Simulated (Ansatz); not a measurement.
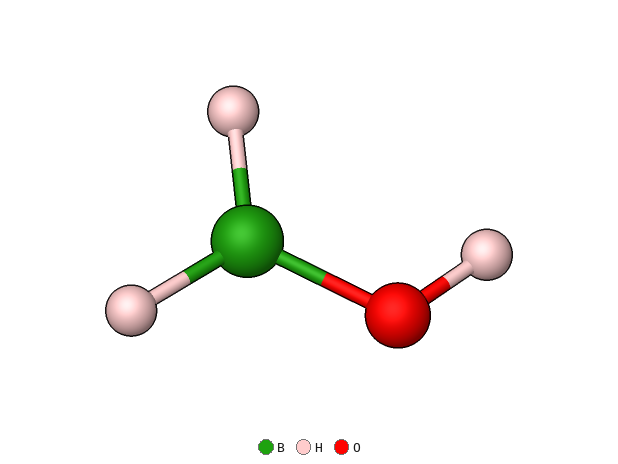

A ball-and-stick model of a molecule.

Give the formula.

Answer. BH₃O, 5 atoms: 1 boron, 3 hydrogen and 1 oxygen.

How many bonds of each kind are drawn?

Answer. 2 B–H, 1 B–O, 1 O–H. Sticks follow a distance rule.

Give the symmetry (Schoenflies symbol).

Answer. Cs.

How many sets of symmetry-equivalent atoms are there?

Answer. 5: 1 B, 1 H, 1 H, 1 O, 1 H.

More results for the same structure follow; atom numbers are the same in all pictures, views and colours differ. The computed structure is the end point of a PBE0-D4/def2-TZVP optimisation.

Dipole moment

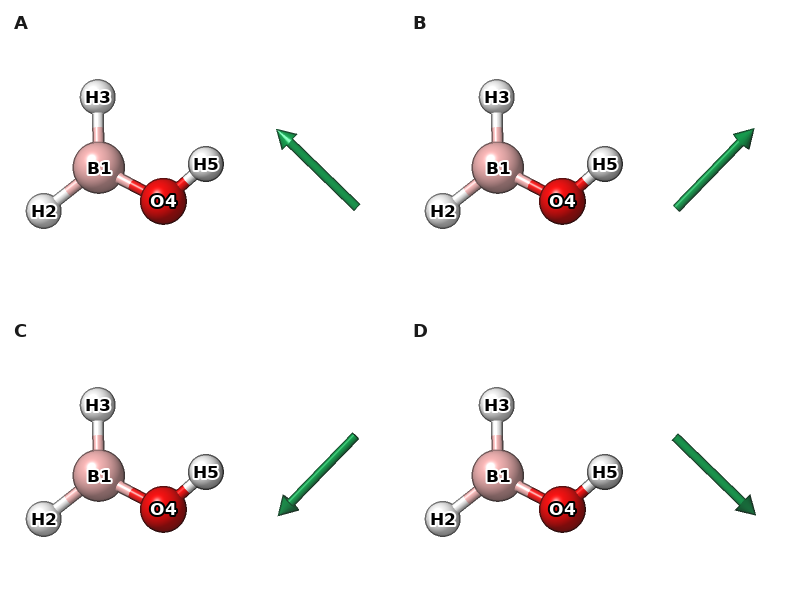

The same molecule four times, each with an arrow. Properties computed with RKS PBE0-D4/def2-TZVP (Ansatz 0.2.0).

Which arrow points along the dipole moment, from the negative to the positive end?

Answer. B. The dipole moment is 1.61 D; it points from the side of H2 to the side of H5 (the outermost atoms at the two ends).

Charges

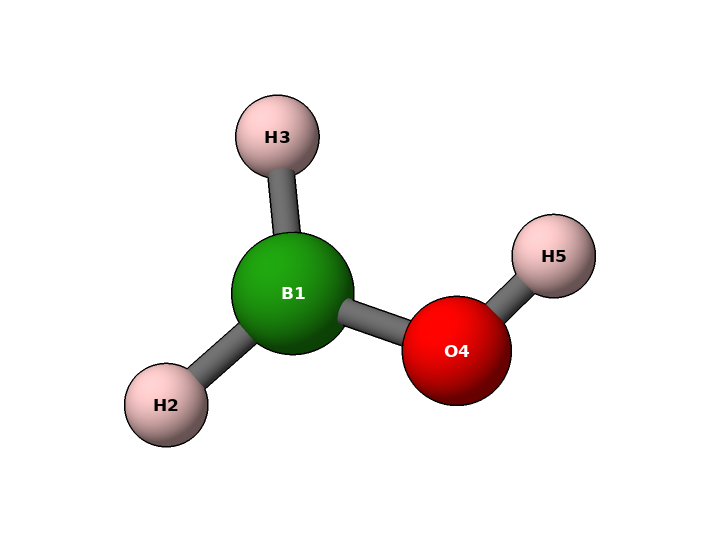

The questions are on Mulliken charges. Level of theory: RKS PBE0-D4/def2-TZVP (Ansatz 0.2.0).

Which atom carries the highest charge (most positive or least negative)?

Answer. H5 (0.33 e).

And the lowest?

Answer. O4 (−0.38 e).

Give the Mulliken charges atom by atom.

| atom | value (e) |
| --- | --- |
| B1 | 0.06 |
| H2 | 0.00 |
| H3 | −0.01 |
| O4 | −0.38 |
| H5 | 0.33 |

Thermal motion

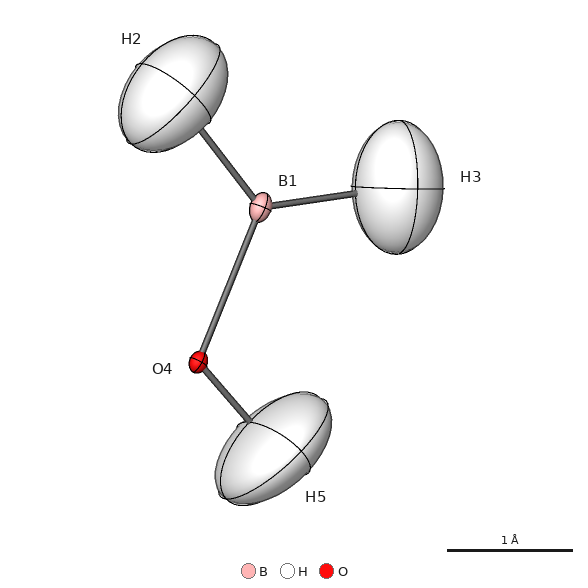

Displacement ellipsoids at the 50 % level, enlarged 3 times, from the internal vibrations of the free molecule (harmonic, no overall translation or rotation; no half-axis is drawn under 0.075 Å). Vibrations computed with RKS PBE0-D4/def2-TZVP (Ansatz 0.2.0). Temperature: 298 K.

List U_eq and the three principal root-mean-square amplitudes for each kind of atom.

```
atom  U_eq (Å²)   rms amplitudes (Å)
  B1    0.00050  0.019, 0.020, 0.027
  H2     0.0095  0.078, 0.095, 0.115
  H3     0.0091  0.079, 0.089, 0.115
  O4    0.00020  0.011, 0.011, 0.020
  H5     0.0115  0.065, 0.122, 0.124
```

Mulliken values depend strongly on the basis set and can even reverse the polarity of a bond.
